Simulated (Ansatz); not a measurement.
**One shape, several levels: SiF2 (SMILES F[Si]F)**

Aim: a comparison of 6 runs (HF/STO-3G, B2PLYP/STO-3G, HSE06/STO-3G, PBE0/STO-3G, CCSD/STO-3G, FCI/STO-3G) of SiF2. 

The calculation is run with Ansatz 0.2.0.

36 further runs of the same task are left out: 4 that didn't finish, 32 set aside as unsound or not needed.

## 1. Starting point

SiF2 has 3 atoms, charge 0, and is taken as a singlet. SMILES: `F[Si]F`. The F2–Si1 distance was set to 4.044 Å, away from the relaxed value. At this shape a bond of the SMILES string is far longer than usual.

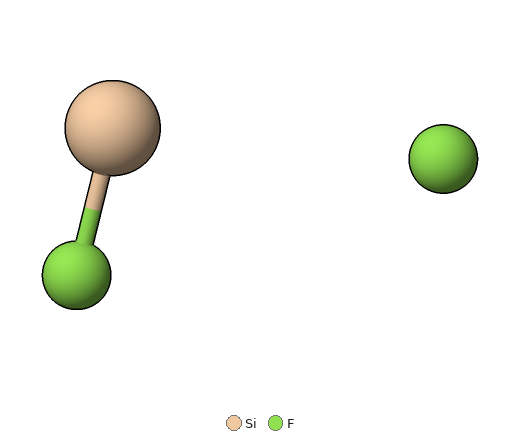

The structure, seen from a chosen angle (silicon light orange, fluorine green).

## 2. The energy at HF/STO-3G (run 1)

The input, molecule.yaml:

```yaml
basis:
  gaussian:
    orbitals: STO-3G
crystal:
  periodic: [false, false, false]
  atoms:
    - {symbol: Si, position_ang: [-1.738340, 0.006810, -2.432860]}
    - {symbol: F, position_ang: [1.165930, -0.017340, 0.380560]}
    - {symbol: F, position_ang: [-2.912710, 0.039510, -1.323810]}
hamiltonian:
  xc: hf
accuracy: high
```

Run with:

```bash
$ ansatz run molecule.yaml --threads 1 --pin off --max-ram 2610MiB --events-out events.jsonl --progress --plain --runs-dir runs
```

Log:

```text
Warning: RAYON_NUM_THREADS=1 ignored (pool sized by the plan → 1); use --threads N
Functional definition: HF
  name "HF"
  exchange = exact_x
  correlation = 0
297 factors; integrals over basis functions are off by at most 2.9e-8 eV
mean field evaluation 1: about -13091.8752 eV, gradient 2.0e1 eV
mean field evaluation 2: about -13091.8998 eV, gradient 2.0e1 eV
mean field evaluation 4: about -13093.2966 eV, gradient 1.2e1 eV
mean field evaluation 8: about -12959.7058 eV, gradient 1.5e1 eV
mean field evaluation 16: about -13096.9677 eV, gradient 5.9e-3 eV
mean field evaluation 32: about -13094.1694 eV, gradient 9.4e0 eV
mean field evaluation 64: about -12959.7599 eV, gradient 1.5e1 eV
mean field -13096.96771527 eV, -481.3046860926 hartree, gradient 4.4e-8 eV, S^2 0.000000; 1 other end points of the search recorded, 0 dependent functions left out
reference -13096.96771527 eV, -481.3046860926 hartree; 16, 16 occupied and 3, 3 virtual orbitals, 297 factors
Total energy: -13096.96771527 eV, -481.3046860926 hartree
```

Wall time 0.14 s (1 thread of Arm Neoverse V1, shared host).

## 3. A single-point energy at B2PLYP/STO-3G (run 2)

The input, job.yaml:

```yaml
crystal:
  periodic: [false, false, false]
  atoms:
    - symbol: Si
      position_ang: [-1.738340, 0.006810, -2.432860]
    - symbol: F
      position_ang: [1.165930, -0.017340, 0.380560]
    - symbol: F
      position_ang: [-2.912710, 0.039510, -1.323810]
basis:
  gaussian:
    orbitals: STO-3G
hamiltonian:
  xc: {name: B2PLYP}
correlation:
  frozen_orbitals: {F: 1, Si: 5}
accuracy: high
```

Run with:

```bash
$ ansatz run job.yaml --threads 1 --pin off --max-ram 2610MiB --events-out events.jsonl --progress --plain --runs-dir runs
```

Log, cut to the lines that bear on the results:

```text
Warning: RAYON_NUM_THREADS=1 ignored (pool sized by the plan → 1); use --threads N
Functional definition: B2PLYP
  name "B2PLYP"
[...]
297 factors; integrals over basis functions are off by at most 2.9e-8 eV
[...]
mean field -13121.92585149 eV, -482.2218806813 hartree, gradient 2.1e-8 eV, S^2 0.000000; 6 other end points of the search recorded, 0 dependent functions left out; unrestricted orbitals would lower it
7 core orbitals not correlated: weight in the atoms' cores, before any rotation towards them, 1.000 or more for the frozen orbitals, at most 0.000 for the correlated occupied ones
reference -13121.92586571 eV, -482.2218812040 hartree; 9, 9 occupied and 3, 3 virtual orbitals, 297 factors
second order -15.48961212 eV of doubles, -0.00000000 eV of singles
Total energy: -13126.10806098 eV, -482.3755740455 hartree
```

Run time: 2.9 s. Hardware: 1 thread of Arm Neoverse V1, shared host; peak memory 0.09 GiB.

## 4. The energy at HSE06/STO-3G (run 3)

The input, molecule.yaml:

```yaml
crystal:
  periodic: [false, false, false]
  atoms:
    - symbol: Si
      position_ang: [-1.738340, 0.006810, -2.432860]
    - symbol: F
      position_ang: [1.165930, -0.017340, 0.380560]
    - symbol: F
      position_ang: [-2.912710, 0.039510, -1.323810]
basis:
  gaussian:
    orbitals: STO-3G
hamiltonian:
  xc: hse06
accuracy: high
```

Run with:

```bash
$ ansatz run molecule.yaml --threads 1 --pin off --max-ram 2610MiB --events-out events.jsonl --progress --plain --runs-dir runs
```

Log, cut to the lines that bear on the results:

```text
Warning: RAYON_NUM_THREADS=1 ignored (pool sized by the plan → 1); use --threads N
Functional definition: HSE06
  name "HSE06"
[...]
297 factors; integrals over basis functions are off by at most 2.9e-8 eV
56 factors; integrals over basis functions are off by at most 1.5e-9 eV
[...]
mean field -13125.46772313 eV, -482.3520420635 hartree, gradient 5.2e-8 eV, S^2 0.000000; 8 other end points of the search recorded, 0 dependent functions left out
reference -13125.46772446 eV, -482.3520421124 hartree; 16, 16 occupied and 3, 3 virtual orbitals, 297 factors
Total energy: -13125.46772446 eV, -482.3520421124 hartree
```

Run time: 4.5 s. Hardware: 1 thread of Arm Neoverse V1, shared host; peak memory 0.088 GiB.

Runs 4 to 5 aren't shown in full; the table further down has their settings and results.

## 5. A single-point energy at FCI/STO-3G (run 6)

The input, job.yaml:

```yaml
crystal:
  periodic: [false, false, false]
  atoms:
    - {symbol: Si, position_ang: [-1.738340, 0.006810, -2.432860]}
    - {symbol: F, position_ang: [1.165930, -0.017340, 0.380560]}
    - {symbol: F, position_ang: [-2.912710, 0.039510, -1.323810]}
basis:
  gaussian:
    orbitals: STO-3G
correlation:
  method: fci
  frozen_orbitals: {F: 1, Si: 5}
accuracy: high
```

Run with:

```bash
$ ansatz run job.yaml --threads 1 --pin off --max-ram 2610MiB --events-out events.jsonl --progress --plain --runs-dir runs
```

Log, cut to the lines that bear on the results:

```text
Warning: RAYON_NUM_THREADS=1 ignored (pool sized by the plan → 1); use --threads N
[... 2 set-up lines as earlier in the session ...]
[...]
297 factors; integrals over basis functions are off by at most 2.9e-8 eV
[...]
mean field -13096.96771527 eV, -481.3046860926 hartree, gradient 4.4e-8 eV, S^2 0.000000; 4 other end points of the search recorded, 0 dependent functions left out; unrestricted orbitals would lower it
[...]
unrestricted determinant -13103.76378526 eV, -481.5544370583 hartree, S^2 1.0025
7 core orbitals not correlated: weight in the atoms' cores, before any rotation towards them, 1.000 or more for the frozen orbitals, at most 0.000 for the correlated occupied ones
reference -13096.96771527 eV, -481.3046860926 hartree; 9, 9 occupied and 3, 3 virtual orbitals, 297 factors
state -13105.33114930 eV, -481.6120366244 hartree
Total energy: -13105.33114930 eV, -481.6120366244 hartree
```

It took 0.91 s on 1 thread of Arm Neoverse V1, shared host.

## 6. All runs side by side

```tsv
run	level	frozen core orbitals	energy (Eh)	wall time
1	HF/STO-3G	–	-481.304686	0.14 s
2	B2PLYP/STO-3G	7	-482.375574	2.9 s
3	HSE06/STO-3G	–	-482.352042	4.5 s
4	PBE0/STO-3G	–	-482.361895	1.5 s
5	CCSD/STO-3G	7	-481.601292	0.36 s
6	FCI/STO-3G	7	-481.612037	0.91 s
```

## 7. Outcome

```
                                          quantity          value
                               run 6: total energy  -481.61204 Eh
run 6: correlation energy (7 core orbitals frozen)     -307.4 mEh
```

In words: Against full CI in this basis: HF +307.4 mEh; CCSD +10.7 mEh. Totals of different functionals can't be ranked against each other. In run 5 the T1 diagnostic is large, so a single reference may not serve. In runs 2, 5 the log says that unrestricted orbitals would lower the reference, so the values rest on an unstable closed-shell determinant (other closed-shell runs at this shape may share the fault). In runs 1, 2, 3, 4, 5, 6 the basis is minimal, so the values are rough. In runs 1, 2, 3, 4, 5 a closed-shell determinant meets a far-stretched bond, which it describes badly. All runs together took 10 s, the longest 4.5 s.
